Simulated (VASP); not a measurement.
# A VASP study of NaB3 (revPBE + D3): structure first, properties next

Aim: relax NaB3, then compute properties on the relaxed cell. The steps: rough relaxation of the start cell, relaxing cell and atoms (revPBE + D3), single point with fields (revPBE + D3), band structure (revPBE + D3), density of states (revPBE + D3), volume scan with revPBE + D3, fit for revPBE + D3, vibrations at Γ (revPBE + D3) and band structure (revPBE + D3), changed input. The cell is generated by rule, not measured, and may not be a known phase.

Method: revPBE with D3; plane waves and PAW (Na_pv, B); invented cell, in VASP 6.6.1.

### 1. Set-up

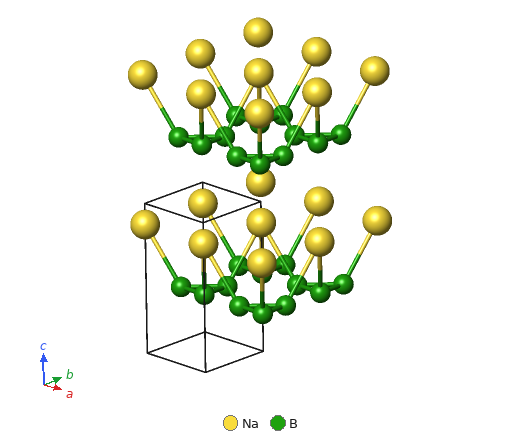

The cell as given, slightly off an axis (sodium yellow, boron green). 2×2×2 cells are drawn. Bonds to atoms that aren't drawn are left out. Some periodic images of atoms are drawn too.

Coordinates:

```cif
data_structure
_symmetry_space_group_name_H-M 'P 1'
_symmetry_Int_Tables_number 1
_cell_length_a 3.3198
_cell_length_b 3.3198
_cell_length_c 4.3692
_cell_angle_alpha 90.000
_cell_angle_beta 90.000
_cell_angle_gamma 120.000
_cell_volume 41.70
loop_
_atom_site_label
_atom_site_type_symbol
_atom_site_fract_x
_atom_site_fract_y
_atom_site_fract_z
_atom_site_occupancy
Na1 Na 0.00000 0.00000 0.85909 1
B2 B 0.79956 0.20044 0.46547 1
B3 B 0.79956 0.59913 0.46547 1
B4 B 0.40087 0.20044 0.46547 1
```

### 2. Rough relaxation of the start cell

The start is only an estimate, so a cheap relaxation brings it near a minimum before any careful run. revPBE by itself binds more weakly than PBE and expands cells; dispersion terms fitted to it are the larger for that. A dispersion term adds the long-range attraction that semilocal functionals lack. D3 makes the C6 coefficients depend on coordination; zero damping switches the term off at short range.

The input, INCAR:

```
SYSTEM = NaB3
PREC = Normal
ENCUT = 420
EDIFF = 1E-05
NELM = 60
ISMEAR = 0
SIGMA = 0.05
LREAL = .FALSE.
ALGO = Fast
GGA = RE
IVDW = 11
NBANDS = 14
LORBIT = 11
LWAVE = .FALSE.
LCHARG = .FALSE.
KPAR = 2
IBRION = 2
NSW = 40
ISIF = 3
EDIFFG = -0.04
```

The input, POSCAR:

```
NaB3
1.0
    3.3197615900      0.0000000000      0.0000000000
   -1.6598808000      2.8749978700      0.0000000000
    0.0000000000      0.0000000000      4.3692460100
Na B
1 3
Direct
    0.0000000000      0.0000000000      0.8590876900
    0.7995649300      0.2004350700      0.4654692900
    0.7995649300      0.5991298700      0.4654692900
    0.4008701300      0.2004350700      0.4654692900
```

The input, KPOINTS:

```
Automatic mesh
0
Gamma
6 6 4
0 0 0
```

The projector-augmented-wave data sets are Na_pv and B (PBE family, release 64).

On the command line:

```sh
$ mpirun -np 2 vasp_std
```

Log:

```text
[banner, memory and clock lines left out]
running    2 mpi-ranks, on    1 nodes
 distrk:  each k-point on    1 cores,    2 groups
 distr:  one band on    1 cores,    1 groups

 POSCAR found type information on POSCAR NaB
 POSCAR found :  2 types and       4 ions
|                                                                             |
|               ----> ADVICE to this user running VASP <----                  |
|                                                                             |
|     You enforced a specific xc type in the INCAR file but a different       |
|     [... a line on the potential file left out ...]
|     I HOPE YOU KNOW WHAT YOU ARE DOING!                                     |
|                                                                             |

 LDA part: xc-table for (Slater+PW92), standard interpolation
 POSCAR, INCAR and KPOINTS ok, starting setup
 FFT: planning ... GRIDC
 FFT: planning ... GRID_SOFT
 FFT: planning ... GRID
 WAVECAR not read
 entering main loop
       N       E                     dE             d eps       ncg     rms          rms(c)
DAV:   1     0.844822869036E+02    0.84482E+02   -0.68764E+03   672   0.118E+03
DAV:   2    -0.150221582980E+02   -0.99504E+02   -0.89148E+02   780   0.276E+02
DAV:   3    -0.203293478063E+02   -0.53072E+01   -0.52291E+01   858   0.648E+01
DAV:   4    -0.203980660365E+02   -0.68718E-01   -0.68698E-01   720   0.775E+00
DAV:   5    -0.203991425478E+02   -0.10765E-02   -0.10765E-02   884   0.961E-01    0.116E+01
RMM:   6    -0.137568507375E+02    0.66423E+01   -0.55108E+00   672   0.122E+01    0.534E+00
RMM:   7    -0.124447537394E+02    0.13121E+01   -0.46298E+00   676   0.111E+01    0.163E+00
RMM:   8    -0.124296000757E+02    0.15154E-01   -0.29201E-01   674   0.379E+00    0.672E-01
RMM:   9    -0.124086642896E+02    0.20936E-01   -0.55607E-02   692   0.159E+00    0.180E-01
RMM:  10    -0.124100719980E+02   -0.14077E-02   -0.24658E-02   706   0.104E+00    0.158E-01
RMM:  11    -0.124093871885E+02    0.68481E-03   -0.23532E-03   745   0.471E-01    0.389E-02
RMM:  12    -0.124094335265E+02   -0.46338E-04   -0.65205E-04   692   0.195E-01    0.143E-02
RMM:  13    -0.124094694052E+02   -0.35879E-04   -0.16594E-04   691   0.109E-01    0.773E-03
RMM:  14    -0.124094706939E+02   -0.12887E-05   -0.35598E-05   597   0.472E-02
   1 F= -.13197099E+02 E0= -.13195701E+02  d E =-.131971E+02
 curvature:   0.00 expect dE= 0.000E+00 dE for cont linesearch  0.000E+00
 trial: gam= 0.00000 g(F)=  0.499E+02 g(S)=  0.122E+02 ort = 0.000E+00 (trialstep = 0.100E+01)
 search vector abs. value=  0.621E+02
 bond charge predicted
       N       E                     dE             d eps       ncg     rms          rms(c)
DAV:   1     0.161308538308E+03    0.17372E+03   -0.31462E+03  1104   0.656E+02    0.114E+02
RMM:   2     0.166668471062E+03    0.53599E+01   -0.25626E+02   703   0.129E+02    0.736E+01
RMM:   3     0.151566993697E+03   -0.15101E+02   -0.12800E+02   714   0.886E+01    0.885E+01
RMM:   4     0.172753662460E+03    0.21187E+02   -0.22344E+01   689   0.384E+01    0.497E+01
RMM:   5     0.171357990199E+03   -0.13957E+01   -0.29137E+00   775   0.171E+01    0.510E+01
RMM:   6     0.171944480367E+03    0.58649E+00   -0.63438E-01   737   0.635E+00    0.473E+01
RMM:   7     0.166389442026E+03   -0.55550E+01   -0.57715E+01   937   0.524E+01    0.711E+01
RMM:   8     0.167941983405E+03    0.15525E+01   -0.60209E+00   723   0.148E+01    0.731E+01
RMM:   9     0.171331504588E+03    0.33895E+01   -0.20683E+00   708   0.852E+00    0.604E+01
RMM:  10     0.173992193796E+03    0.26607E+01   -0.15243E+00   719   0.754E+00    0.465E+01
RMM:  11     0.173949687063E+03   -0.42507E-01   -0.12879E-01   720   0.283E+00    0.466E+01
RMM:  12     0.174306420074E+03    0.35673E+00   -0.67610E-02   724   0.190E+00    0.445E+01
RMM:  13     0.175479434063E+03    0.11730E+01   -0.23753E-01   761   0.344E+00    0.462E+01
RMM:  14     0.176757569432E+03    0.12781E+01   -0.12421E+00   875   0.609E+00    0.108E+01
RMM:  15     0.176397541455E+03   -0.36003E+00   -0.11758E+00   931   0.943E+00    0.157E+01
RMM:  16     0.176716989838E+03    0.31945E+00   -0.68685E-02   693   0.212E+00    0.161E+01
RMM:  17     0.176722179032E+03    0.51892E-02   -0.10203E-02   778   0.905E-01    0.161E+01
RMM:  18     0.176766249454E+03    0.44070E-01   -0.37719E-03   697   0.463E-01    0.152E+01
RMM:  19     0.176781087174E+03    0.14838E-01   -0.18530E-03   743   0.278E-01    0.147E+01
RMM:  20     0.176803334970E+03    0.22248E-01   -0.42277E-03   693   0.485E-01    0.127E+01
RMM:  21     0.176807734971E+03    0.44000E-02   -0.14010E-02   791   0.878E-01    0.944E+00
RMM:  22     0.176802238148E+03   -0.54968E-02   -0.28517E-02   910   0.129E+00    0.595E+00
RMM:  23     0.176803942010E+03    0.17039E-02   -0.21768E-02   865   0.126E+00    0.332E+00
RMM:  24     0.176774836891E+03   -0.29105E-01   -0.11120E-01   933   0.217E+00    0.876E+00
RMM:  25     0.176786228690E+03    0.11392E-01   -0.18949E-02   786   0.136E+00    0.622E+00
RMM:  26     0.176794153639E+03    0.79249E-02   -0.24063E-03   711   0.412E-01    0.505E+00
RMM:  27     0.176757794070E+03   -0.36360E-01   -0.13371E-02   842   0.705E-01    0.811E+00
RMM:  28     0.176798064201E+03    0.40270E-01   -0.96295E-03   822   0.819E-01    0.491E+00
RMM:  29     0.176813042591E+03    0.14978E-01   -0.60870E-03   723   0.430E-01    0.258E+00
RMM:  30     0.176807164584E+03   -0.58780E-02   -0.13622E-03   706   0.349E-01    0.224E+00
RMM:  31     0.176808019203E+03    0.85462E-03   -0.23154E-03   738   0.296E-01    0.130E+00
RMM:  32     0.176804845366E+03   -0.31738E-02   -0.42463E-04   680   0.210E-01    0.156E+00
RMM:  33     0.176805495656E+03    0.65029E-03   -0.30750E-04   681   0.185E-01    0.147E+00
RMM:  34     0.176807226861E+03    0.17312E-02   -0.66554E-04   720   0.199E-01    0.850E-01
RMM:  35     0.176807211229E+03   -0.15633E-04   -0.38489E-04   694   0.158E-01    0.794E-01
RMM:  36     0.176808117544E+03    0.90632E-03   -0.10834E-03   821   0.227E-01    0.737E-01
RMM:  37     0.176808718751E+03    0.60121E-03   -0.71582E-04   703   0.151E-01    0.934E-02
RMM:  38     0.176808192762E+03   -0.52599E-03   -0.17701E-04   648   0.133E-01    0.628E-02
RMM:  39     0.176808181276E+03   -0.11486E-04   -0.49080E-05   616   0.604E-02    0.409E-02
RMM:  40     0.176808182195E+03    0.91862E-06   -0.21284E-05   529   0.408E-02
   2 F= 0.17622959E+03 E0= 0.17623047E+03  d E =0.189427E+03
[... from here on, the cycles between the ionic steps are left out ...]
   3 F= -.17293689E+02 E0= -.17290343E+02  d E =-.409659E+01
   4 F= -.17310884E+02 E0= -.17307349E+02  d E =-.411378E+01
   5 F= -.17323340E+02 E0= -.17319875E+02  d E =-.412624E+01
   6 F= -.19075948E+02 E0= -.19070795E+02  d E =-.175261E+01
   7 F= -.19131526E+02 E0= -.19126826E+02  d E =-.180819E+01
   8 F= -.19223135E+02 E0= -.19218722E+02  d E =-.916085E-01
   9 F= -.19224303E+02 E0= -.19219762E+02  d E =-.927763E-01
  10 F= -.19233501E+02 E0= -.19229131E+02  d E =-.919832E-02
  11 F= -.19233628E+02 E0= -.19229264E+02  d E =-.932526E-02
  12 F= -.19238411E+02 E0= -.19234037E+02  d E =-.478266E-02
  13 F= -.19238890E+02 E0= -.19234513E+02  d E =-.526247E-02
 curvature:  -0.82 expect dE=-0.893E-03 dE for cont linesearch -0.241E-05
 trial: gam= 0.13060 g(F)=  0.457E-03 g(S)=  0.630E-03 ort = 0.202E-03 (trialstep = 0.837E+00)
 search vector abs. value=  0.138E-02
 bond charge predicted
       N       E                     dE             d eps       ncg     rms          rms(c)
DAV:   1    -0.185688369804E+02   -0.14196E-02   -0.83414E-02   762   0.255E+00    0.149E-01
RMM:   2    -0.185685554151E+02    0.28157E-03   -0.19605E-03   683   0.418E-01    0.772E-02
RMM:   3    -0.185684503780E+02    0.10504E-03   -0.42328E-04   685   0.200E-01    0.170E-02
RMM:   4    -0.185684545054E+02   -0.41274E-05   -0.11406E-04   649   0.952E-02    0.695E-03
RMM:   5    -0.185684544832E+02    0.22143E-07   -0.13889E-05   485   0.404E-02
  14 F= -.19239267E+02 E0= -.19234866E+02  d E =-.376738E-03
 trial-energy change:   -0.000377  1 .order   -0.000310   -0.000932    0.000311
 step:   0.6703(harm=  0.6275)  dis= 0.00299  next Energy=   -19.239298 (dE=-0.407E-03)
 reached required accuracy - stopping structural energy minimisation
```

Wall time 30 s (2 MPI ranks of Intel Xeon 6975P-C (Granite Rapids), shared host); peak memory 0.27 GiB; 54 s of CPU time.

Lines that name or quote the potential files are left out of all logs, and their timing lines are given in words.

OUTCAR, selected parts (step 2):

```text
ion  position               nearest neighbor table
   1  0.000  0.000  0.859-   4 2.07   3 2.07   2 2.07
   2  0.800  0.200  0.465-   4 1.32   3 1.32   4 2.00   3 2.00   1 2.07
   3  0.800  0.599  0.465-   4 1.32   2 1.32   4 2.00   2 2.00   1 2.07
   4  0.401  0.200  0.465-   3 1.32   2 1.32   3 2.00   2 2.00   1 2.07

  LATTYP: Found a hexagonal cell.
 ALAT       =     3.3197615900
 C/A-ratio  =     1.3161324666

 Subroutine GETGRP returns: Found  6 space group operations
 (whereof  6 operations were pure point group operations)

The static configuration has the point symmetry C_3v.

 Found     24 irreducible k-points:

   k-points           NKPTS =     24   k-points in BZ     NKDIM =     24   number of bands    NBANDS=     14

   dimension x,y,z NGX =    18 NGY =   18 NGZ =   24
   dimension x,y,z NGXF=    36 NGYF=   36 NGZF=   48

   ENCUT  =  420.0 eV  30.87 Ry    5.56 a.u.   5.55  5.55  7.30*2*pi/ulx,y,z

   NELECT =      16.0000    total number of electrons

 k-points in reciprocal lattice and weights: Automatic mesh
   0.00000000  0.00000000  0.00000000       0.007
   0.16666667  0.00000000  0.00000000       0.042
   0.33333333  0.00000000  0.00000000       0.042
   0.50000000  0.00000000  0.00000000       0.021
   0.16666667  0.16666667  0.00000000       0.042
   0.33333333  0.16666667  0.00000000       0.083
   0.33333333  0.33333333  0.00000000       0.014
   0.00000000  0.00000000  0.25000000       0.014
   0.16666667  0.00000000  0.25000000       0.042
[...]
0.33333333  0.16666667  0.50000000       0.083
   0.33333333  0.33333333  0.50000000       0.014

 Edisp (eV)   -0.67147

 average (electrostatic) potential at core
       1 -47.6422       2 -29.1725       3 -29.1725       4 -29.1725

 E-fermi :   3.3523

 k-point     1 :       0.0000    0.0000    0.0000
  band No.  band energies     occupation
    ...
      5      -3.0834      2.00000
      6      -1.5690      2.00000
      7       2.4066      2.00000
      8       2.4066      2.00000
      9       3.1734      2.00000
     10       7.4721      0.00000
     11       7.4722      0.00000
     12      10.3747      0.00000
     13      10.3747      0.00000
     14      12.7717      0.00000

 k-point     2 :       0.1667    0.0000    0.0000
  band No.  band energies     occupation
    ...
      4      -9.0781      2.00000
      5      -3.5094      2.00000
      6      -1.1635      2.00000
      7       1.2017      2.00000
      8       2.1799      2.00000
      9       3.6539      0.00000
     10       8.1623      0.00000
     11       8.3731      0.00000
     12       8.6212      0.00000
     13       9.9663      0.00000
    ...

 k-point     3 :       0.3333    0.0000    0.0000
  band No.  band energies     occupation
    ...
      4      -8.1494      2.00000
      5      -4.7562      2.00000
      6      -0.2139      2.00000
      7       0.0113      2.00000
      8       1.8130      2.00000
      9       4.9727      0.00000
     10       5.2652      0.00000
     11       9.3116      0.00000
     12       9.4949      0.00000
     13       9.7757      0.00000
    ...

 Edisp (eV)   -0.67081

  Total      -0.06257    -0.06257    -0.05804     0.00000     0.00000     0.00000
  in kB      -1.99344    -1.99344    -1.84902     0.00000     0.00000     0.00000
  external pressure =       -1.95 kB  Pullay stress =        0.00 kB

  energy-cutoff  :      420.00
  volume of cell :       50.29
      direct lattice vectors                 reciprocal lattice vectors
     3.433933265 -0.000000000 -0.000000000     0.291211250  0.168130894  0.000000000
    -1.716966638  2.973873441  0.000000000     0.000000000  0.336261788 -0.000000000
    -0.000000000  0.000000000  4.924485913     0.000000000 -0.000000000  0.203066882

 POSITION                                       TOTAL-FORCE (eV/Angst)
 -----------------------------------------------------------------------------------
     -0.00000      0.00000      4.62117        -0.000000     -0.000000      0.006625
      2.57484      0.49599      2.16199        -0.030642      0.017691     -0.002208
      1.71697      1.98188      2.16199         0.000000     -0.035382     -0.002208
      0.85909      0.49599      2.16199         0.030642      0.017691     -0.002208
 -----------------------------------------------------------------------------------
    total drift:                                0.000004     -0.000002     -0.015179

  FREE ENERGIE OF THE ION-ELECTRON SYSTEM (eV)
  ---------------------------------------------------
  free  energy   TOTEN  =       -19.2392672195 eV

  energy  without entropy=      -19.2304642515  energy(sigma->0) =      -19.23486574

 reached required accuracy - stopping structural energy minimisation

 total charge
# of ion       s       p       d       tot
------------------------------------------
    1        0.073   5.993   0.000   6.066
    2        0.702   1.251   0.000   1.953
    3        0.702   1.251   0.000   1.953
    4        0.702   1.251   0.000   1.953
--------------------------------------------------
tot          2.177   9.747   0.000  11.924

[... 3 further parts left out ...]
```

The k-mesh is coarse for a metal. This relaxation is a rough one on cheap settings, only to bring the start near its minimum. The PAW data sets were made with PBE, which is usual practice but a small mismatch for other functionals. After so large a change of volume the plane waves of the start cell no longer fit, so the final stress carries a basis-set error. Dispersion corrections of this kind ignore metallic screening and tend to overbind metals. The run keeps the 6 symmetry operations of its start, so it cannot find a distortion of lower symmetry.

Step by step:

```
step  energy less that of the first step (eV)  largest force (eV/Å)  pressure (GPa)  volume (Å³)
   1                                   0.0000               18.2847           65.64        41.70
   2                                 189.4267              431.9608          328.41        72.64
   3                                  -4.0966                7.6299           23.69        43.20
   4                                  -4.1138                7.6908           23.76        43.14
   5                                  -4.1262                7.7325           24.44        42.92
   6                                  -5.8788                0.4540           -7.69        54.74
   7                                  -5.9344                0.6557           -4.60        52.04
   8                                  -6.0260                0.3931            0.69        49.64
   9                                  -6.0272                0.3855            0.08        49.87
  10                                  -6.0364                0.2396            0.64        49.78
  11                                  -6.0365                0.2196            0.73        49.77
  12                                  -6.0413                0.0890            0.39        50.05
  13                                  -6.0418                0.0514            0.21        50.15
  14                                  -6.0422                0.0355           -0.19        50.29
```

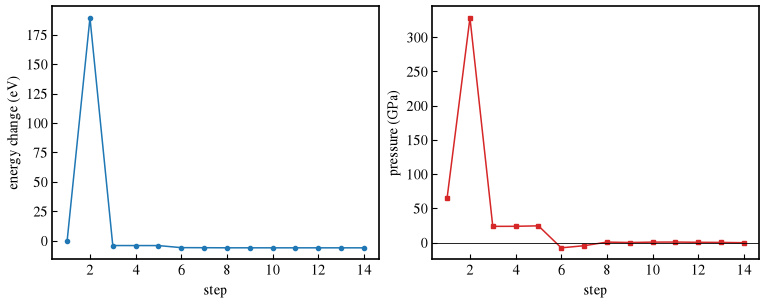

Energy and pressure along the relaxation.

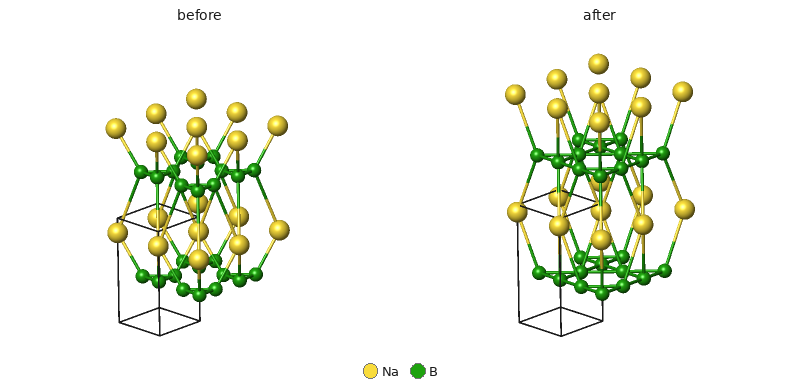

Before and after, at one scale. Bonds to atoms that aren't drawn are left out.

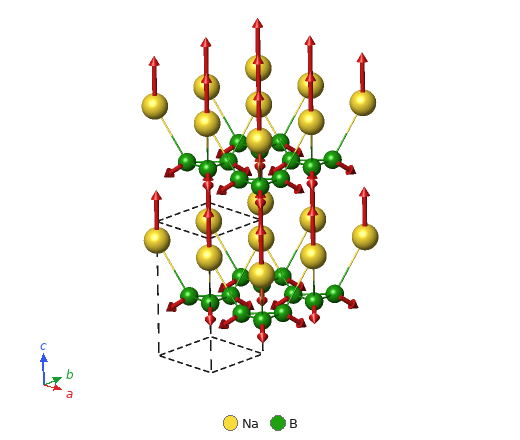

Displacements in the relaxation, exaggerated, measured against the changing cell; the longest in the cell stands for 0.39 Å. Bonds to atoms that aren't drawn are left out. 2×2×2 cells are drawn. Some periodic images of atoms are drawn too.

```
     cell as run  before  after   change
           a (Å)   3.320  3.434   +3.4 %
           b (Å)   3.320  3.434   +3.4 %
           c (Å)   4.369  4.924  +12.7 %
volume (Å³/atom)   10.43  12.57  +20.6 %
```

The atoms that moved most (Å, as changes of fractional coordinates times the final cell):

```
atom      dx      dy      dz  length
 Na1   0.000   0.000   0.391   0.391
  B2   0.173  -0.100  -0.130   0.239
  B4  -0.173  -0.100  -0.130   0.239
  B3   0.000   0.200  -0.130   0.239
```

The relaxed structure:

```xyz
4
Lattice="3.4339 0.0000 0.0000 -1.7170 2.9739 0.0000 0.0000 0.0000 4.9245" Properties=species:S:1:pos:R:3 pbc="T T T"
Na    0.0000    0.0000    4.6212
B     2.5748    0.4960    2.1620
B     1.7170    1.9819    2.1620
B     0.8591    0.4960    2.1620
```

This step gave:

```
electrons                       : 16
bands                           : 14
irreducible k-points            : 24
symmetry operations             : 6
free energy (TOTEN)             : -19.24 eV
energy at zero smearing         : -19.23 eV
Fermi energy                    : 3.352 eV
pressure                        : -0.1945 GPa
metallic                        : yes
SCF cycles over all ionic steps : 131
```

It ends with a largest force of 0.035 eV/Å and a pressure of -0.19 GPa.

(Part 1 of 6 ends here.)

[Lines on the potential files, build, host, timing and source positions are cut from VASP's logs without a mark.]

[Logs are printed without paths, hosts, clocks, repeated set-up lines and the standing remarks that a program may print on its own settings, such as how far it seeks lower states.]

[Hosts, paths, dates, database ids (printed as entryN), source tags and the programs' standing remarks are cut or masked in the printed files.]

[A measured line is paired with the nearest computed mode of its activity, which favours agreement.]

[In band tables of VASP the shares of atoms and orbitals are scaled to a sum of 1 inside the atoms' spheres.]
